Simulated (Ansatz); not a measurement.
CH4NSi (doublet)

Input

```
crystal:
  periodic: [false, false, false]
  atoms:
    - {symbol: C, position_ang: [-1.058808, 0.417857, -0.679292]}
    - {symbol: Si, position_ang: [0.331552, 0.100184, 0.393520]}
    - {symbol: N, position_ang: [1.195240, -1.244164, 0.161359]}
    - {symbol: H, position_ang: [-1.321063, -0.275362, -1.471183]}
    - {symbol: H, position_ang: [-1.687262, 1.297157, -0.587680]}
    - {symbol: H, position_ang: [0.551792, 1.149478, 1.424628]}
    - {symbol: H, position_ang: [1.988549, -1.445150, 0.758648]}
basis:
  gaussian: {orbitals: def2-TZVPP}
magnetization: {spin_polarized: true, initial_magnetization: 1}
hamiltonian: {xc: pbe0, dispersion: d4}
output: {orbitals: {seedname: orbitals}}
```

Launched as:

```sh
ansatz run in.yaml --threads 2 --pin off --events-out ev --progress --plain --max-ram 4352MiB
```

Geometry: PBE0-D4/def2-TZVP.

Computed with Ansatz, UKS PBE0-D4/def2-TZVPP.

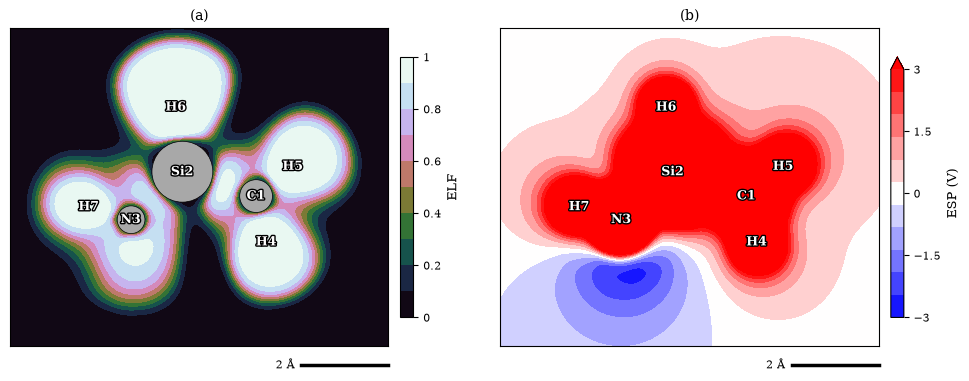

Figure 1. (a) ELF; (b) molecular electrostatic potential on the molecular plane. Grey discs cover the atomic cores in the ELF map.

Interpret the plot.

Atoms in the plane: C, Si, N and H.
Si–N (1.61 Å): the ELF peaks at about 0.90 between the atoms; a short, strongly polar bond.
C–Si (1.78 Å): the ELF peaks at about 0.95 between the atoms, as expected for localised, covalent bonding.
N–H (1.01 Å): the ELF climbs to about 1 towards the hydrogen, as it does in any bond to H; a covalent bond by its length.
C–H (1.08 Å): the ELF climbs to about 1 towards the hydrogen: a covalent bond by its length.
Si–H (1.49 Å): the ELF climbs to about 1 towards the hydrogen.
The ELF also peaks beside N3, away from the bonds: non-bonding electrons, paired or unpaired.
Outside the dense part of the molecule the potential is most negative (−2.6 V) near N3.

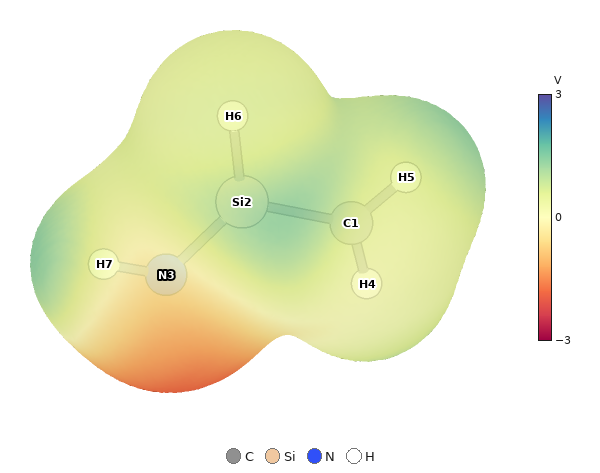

Figure 2. The molecular electrostatic potential painted on the density surface at 0.002 e/bohr³, seen at a tilt; the colour scale runs from red (negative) to blue (positive).

Describe the electrostatic potential map.

The most negative region (about −2.0 V) lies over N3, the most positive (about +1.4 V) over Si2, H5 and H7. N3 is the likeliest acceptor of a hydrogen bond.

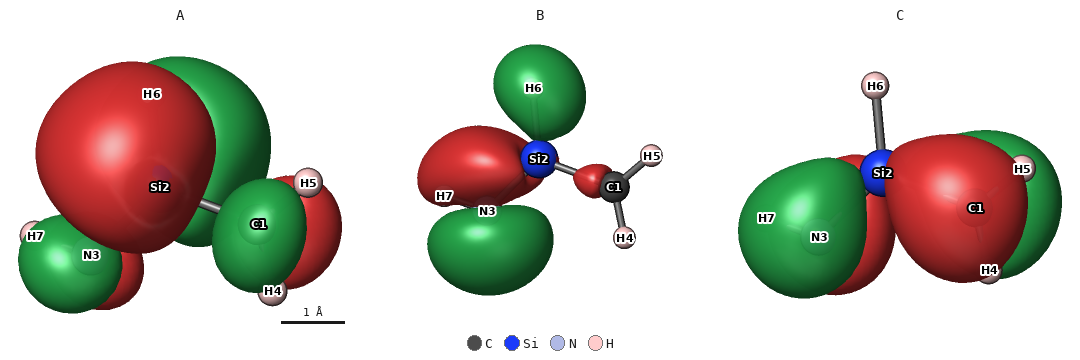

Figure 3. Three frontier orbitals at ±0.08 Å⁻³ᐟ² (green and red are the two phases), in no order.

Order the three orbitals by energy and name them. All are α orbitals.

B is the HOMO−1 (α) (−7.73 eV). Its weight (Hirshfeld) is mainly on N3 (about 70 %), Si2 (about 15 %) and H6 (about 10 %); it is symmetric in the molecular plane (an in-plane orbital: σ, lone-pair or in-plane π type); largely a lone pair of N3. C is the HOMO (α) (−7.35 eV). Its weight (Hirshfeld) is mainly on C1 (about 40 %) and N3 (about 35 %); it changes sign across the molecular plane (π type); π-bonding across Si2–N3; π-antibonding (a node) across C1–Si2. A is the LUMO (α) (−0.58 eV). Its weight (Hirshfeld) is mainly on Si2 (about 65 %), N3 (about 15 %), C1 (about 15 %) and H6 (about 10 %); it changes sign across the molecular plane (π type).

What is the gap between the highest occupied and lowest empty α orbitals?

6.77 eV between the orbital energies.
